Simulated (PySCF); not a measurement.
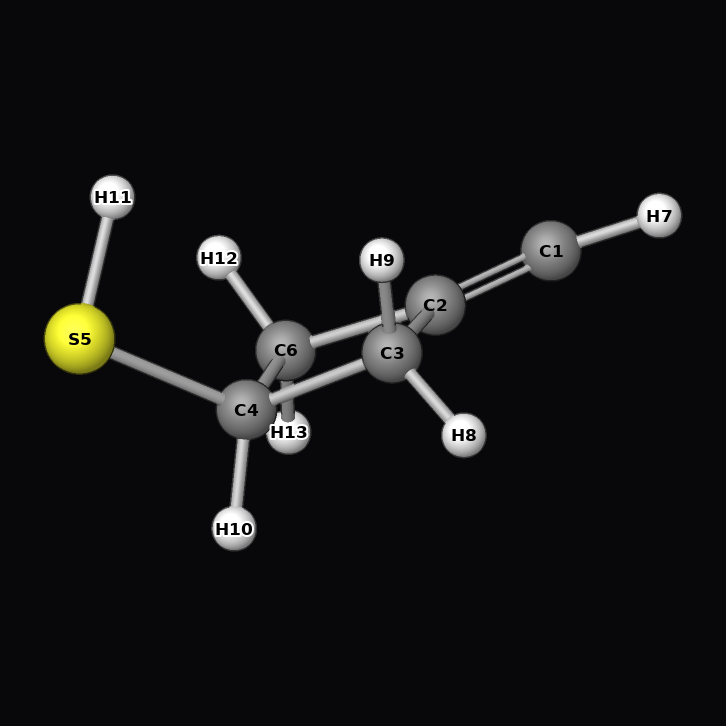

The questions are on Mulliken spin populations. Charge 0, doublet. The geometry was computed by an optimisation with GFN2-xTB. No frequency run is at hand to confirm it as a minimum. Properties computed with UKS B3LYP, pcH-1 on C H S, non-relativistic (PySCF 2.14.0).

**Which atom carries the largest spin population?**

C1 (1.02 e).

**Which atom has the lowest spin population?**

C2 (−0.19 e); a negative value comes from spin polarisation.

Give the Mulliken spin populations atom by atom.

| atom | value (e) |
| --- | --- |
| C1 | 1.02 |
| C2 | −0.19 |
| C3 | 0.12 |
| C4 | 0.00 |
| S5 | 0.01 |
| C6 | 0.06 |
| H7 | 0.00 |
| H8 | −0.01 |
| H9 | −0.01 |
| H10 | 0.00 |
| H11 | 0.00 |
| H12 | 0.00 |
| H13 | 0.00 |

Mulliken values depend strongly on the basis set.
